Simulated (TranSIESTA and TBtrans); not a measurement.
Device: In chain with one bond stretched by 2.0 Å. Leads: straight In chain, spacing 2.9 Å. Geometry: as built, not relaxed.

Computed with TranSIESTA and TBtrans, PBE, DZP numerical orbitals (energy shift 0.15 eV), PseudoDojo norm-conserving scalar-relativistic potentials, mesh cutoff 200 Ry, 300 K, no spin polarisation, no spin-orbit coupling; self-consistent non-equilibrium Green functions.

Energies count from the leads' Fermi level. Transmissions are for one spin of a degenerate pair. The energy step is 0.01 eV; narrower resonances are cut or missed.

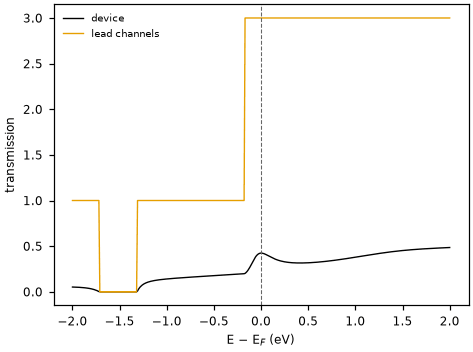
*Transmission against energy*

```tsv
E (eV)	T	lead channels
-2.00	0.052	1
-1.80	0.032	1
-1.60	0	0
-1.40	0	0
-1.20	0.11	1
-1.00	0.14	1
-0.80	0.16	1
-0.60	0.17	1
-0.40	0.18	1
-0.20	0.20	1
0.00	0.42	3
0.20	0.34	3
0.40	0.32	3
0.60	0.32	3
0.80	0.35	3
1.00	0.38	3
1.20	0.41	3
1.40	0.44	3
1.60	0.46	3
1.80	0.47	3
2.00	0.48	3
```

The straight chain is held at its spacing; free chains may zigzag or dimerise. No spin-polarised start was tried, so a magnetic state, if there is one, is missed.
